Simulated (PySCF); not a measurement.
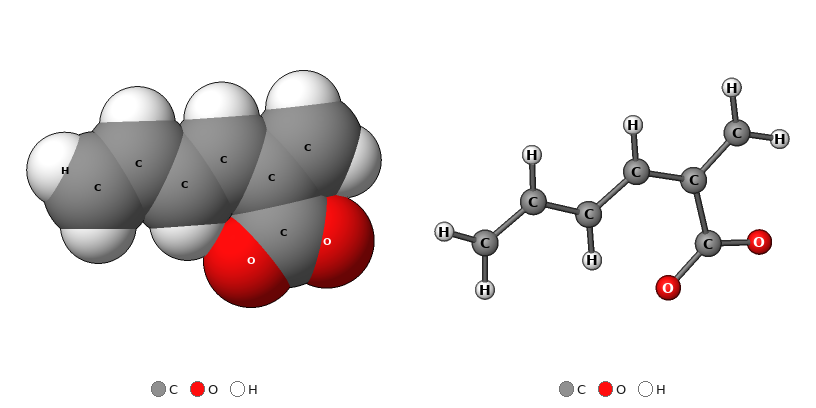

Both panels show the same species.

The species has charge −1 and is a spin singlet. The geometry was computed by an optimisation with GFN2-xTB. No frequency run is at hand to confirm it as a minimum.

Count the atoms of each element.

Answer. C₇H₇O₂⁻, 16 atoms: 7 carbon, 7 hydrogen and 2 oxygen.

Give the symmetry (Schoenflies symbol).

Answer. Cs.

Name functional groups in it.

Answer. Among them: alkene.

Describe its rings.

Answer. It has no ring.

More results for the same structure follow; atom numbers are the same in all pictures, views and colours differ.

## Geometry

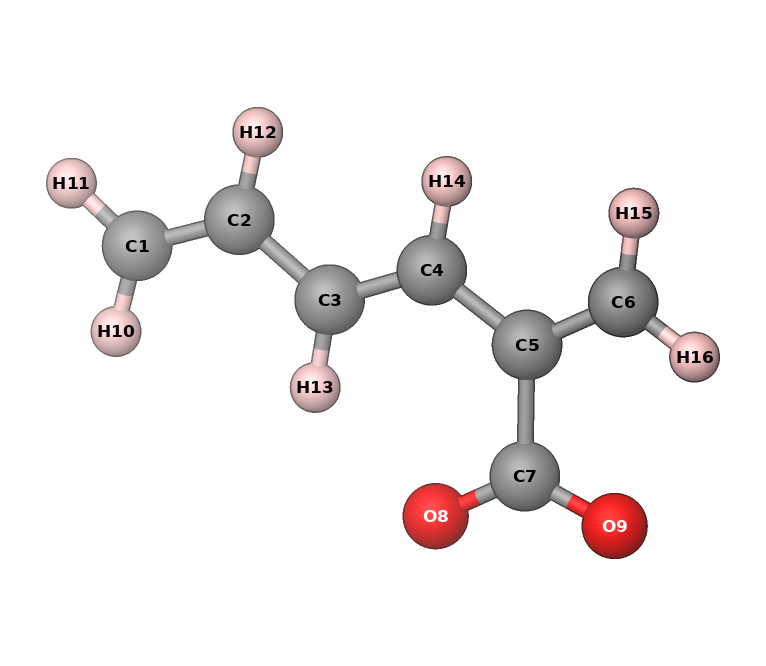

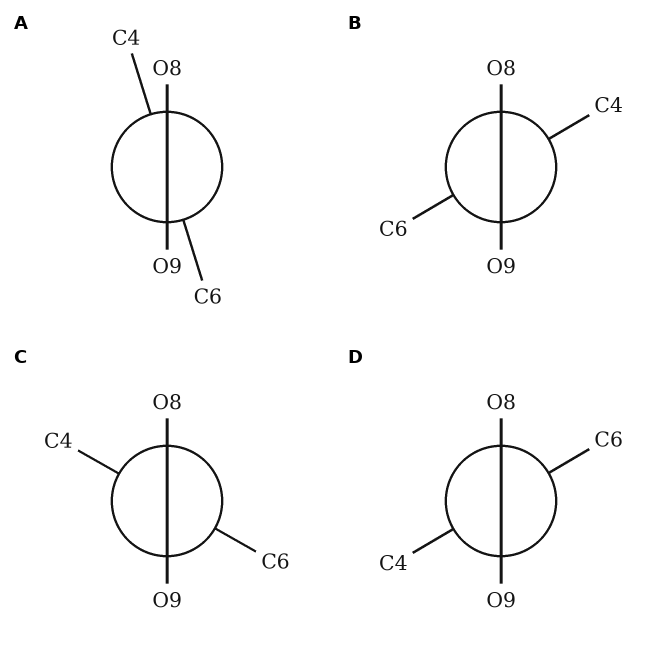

Distant atoms are faded towards the background colour. Bonds that would overlap in a projection are set slightly apart. No frequency run is at hand to confirm it as a minimum.

Which Newman projection shows the view along C7–C5, with C7 in front?

Answer. A. The torsion angle O8–C7–C5–C4 is 0°, synperiplanar (eclipsed).

## Electronic properties

No frequency run is at hand to confirm it as a minimum. Level of theory: PBE0/def2-SVPD, gas phase (PySCF 2.14.0).

Give the HOMO energy (Kohn–Sham orbital) at this level.

Answer. −1.92 eV.

What is the mean static polarisability?

Answer. 118.2 bohr³.

## Bond orders

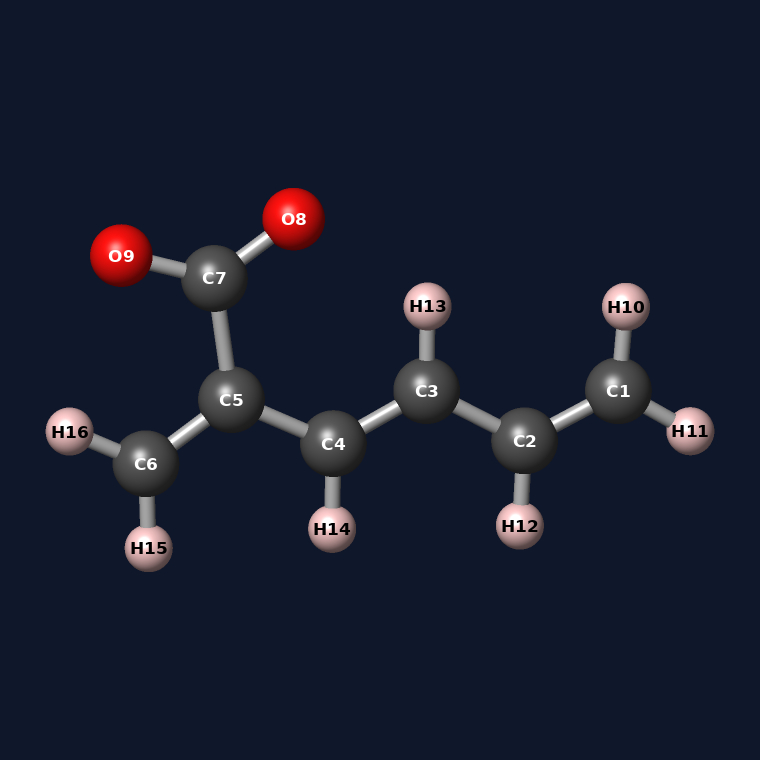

Every bond is drawn as one stick. No frequency run is at hand to confirm it as a minimum. Level of theory: PBE0/pcSseg-1 (PySCF 2.14.0).

Which bond between heavy atoms has the lowest Mayer bond order?

Answer. C5–C7, 0.81, at 1.581 Å.

List the Mayer bond orders of C1–C2, C2–C3, C3–C4, C4–C5, C5–C6, C5–C7, C7–O8, C7–O9 (bonds between heavy atoms, one of each equivalent set).

| bond | Mayer order | length (Å) |
| --- | --- | --- |
| C1–C2 | 1.87 | 1.334 |
| C2–C3 | 1.10 | 1.436 |
| C3–C4 | 1.70 | 1.344 |
| C4–C5 | 1.10 | 1.446 |
| C5–C6 | 1.88 | 1.337 |
| C5–C7 | 0.81 | 1.581 |
| C7–O8 | 1.69 | 1.238 |
| C7–O9 | 1.76 | 1.238 |

## Charges

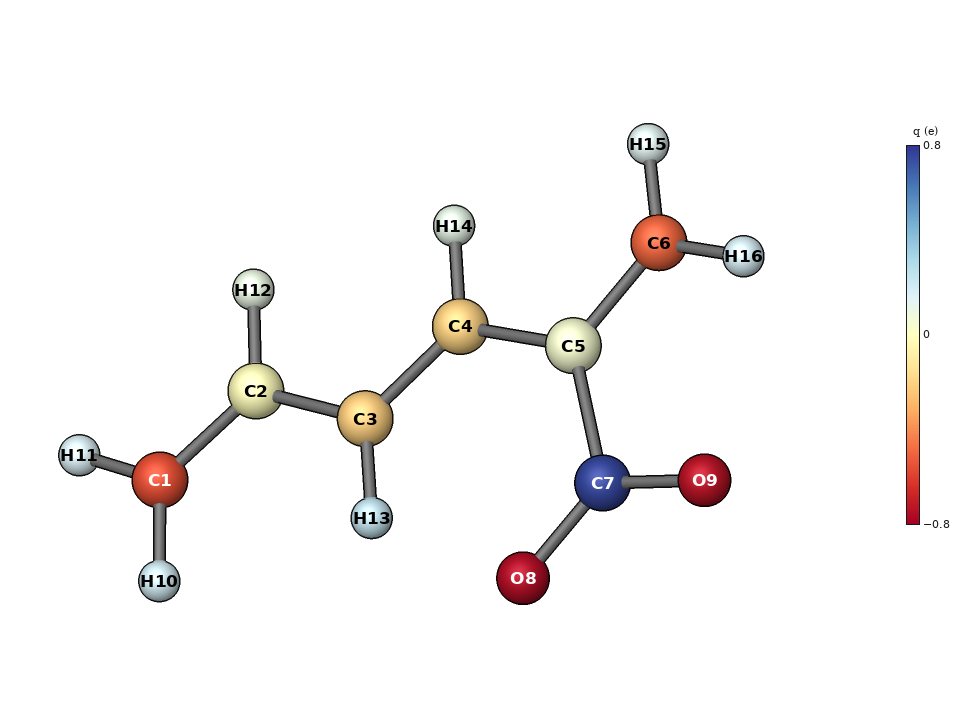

Atoms are coloured by their ESP-fitted charges. No frequency run is at hand to confirm it as a minimum. Level of theory: PBE0/pcSseg-1, gas phase (PySCF 2.14.0).

List the ESP-fitted charges.

```tsv
atom	value (e)
C1	−0.55
C2	−0.01
C3	−0.21
C4	−0.20
C5	0.05
C6	−0.49
C7	0.75
O8	−0.74
O9	−0.73
H10	0.19
H11	0.17
H12	0.10
H13	0.23
H14	0.12
H15	0.14
H16	0.18
```
